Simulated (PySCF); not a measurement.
# C₅H₉BOSi: what the fields show

```xyz
17

C     1.5003    3.1597   -1.2998
C     1.3641    2.1473   -0.6647
Si    1.1144    0.5672    0.2935
B    -0.7289    0.3935    0.9786
O    -1.5395   -0.3871    0.2791
C    -2.8897   -0.6437    0.5725
C     1.6041   -0.7941   -0.9344
C     1.5745   -2.0875   -0.6563
H     1.6315    4.0464   -1.8524
H     2.1829    0.6186    1.3239
H    -1.1300    0.9402    1.9560
H    -3.5028   -0.2786   -0.2546
H    -3.0275   -1.7234    0.6649
H    -3.2008   -0.1538    1.4999
H     1.9173   -0.4905   -1.9263
H     1.8521   -2.8495   -1.3702
H     1.2709   -2.4525    0.3132
```

Geometry: GFN2-xTB.

The calculation used PySCF, PBE0/pcSseg-1, SCF density, gas phase, non-relativistic.

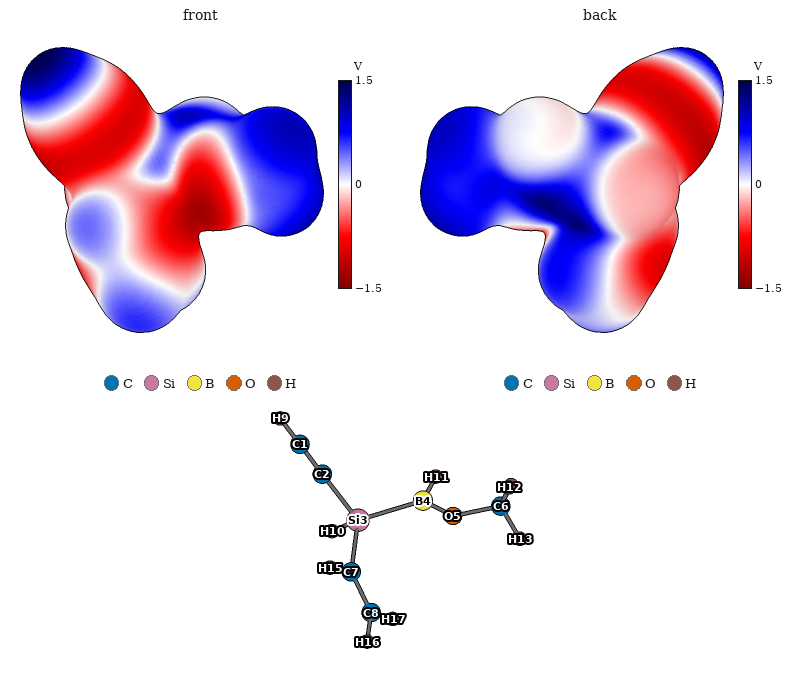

Figure 1. The molecular electrostatic potential painted on the density surface at 0.002 e/bohr³, seen from the front and from behind; the colour scale runs from red (negative) to blue (positive). The bare structure is drawn below in the same view.

> Where is the surface potential most negative and most positive?

The most negative region (about −1.2 V) lies over O5, C7 and C8, the most positive (about +1.4 V) over H9.

> What dipole moment does the calculation give?

Its dipole moment is 2.87 D.

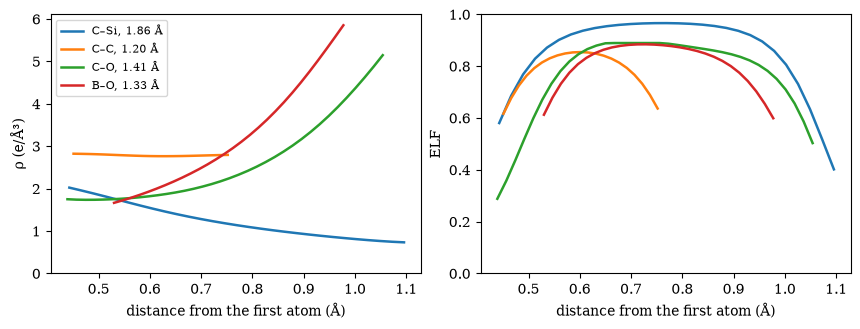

Figure 2. Total electron density and ELF along straight lines between neighbouring atoms. The curves leave out the atomic cores.

> What can be read from the curves?

C–Si (1.86 Å): the density is about 0.89 e/Å³ at the midpoint; the ELF peaks at about 0.95 between the atoms (localised, covalent bonding).
C–C (1.20 Å): ρ is about 2.8 e/Å³ halfway; the ELF peaks at about 0.85 between the atoms: a short, multiple covalent bond.
C–O (1.41 Å): ρ at the midpoint is about 2 e/Å³, with its minimum of 1.7 e/Å³ about 0.5 Å from C; the ELF peaks at about 0.90 between the atoms: a shared but strongly polarised pair.
B–O (1.33 Å): ρ is about 2.3 e/Å³ halfway; the ELF peaks at about 0.90 between the atoms; a polar covalent bond.
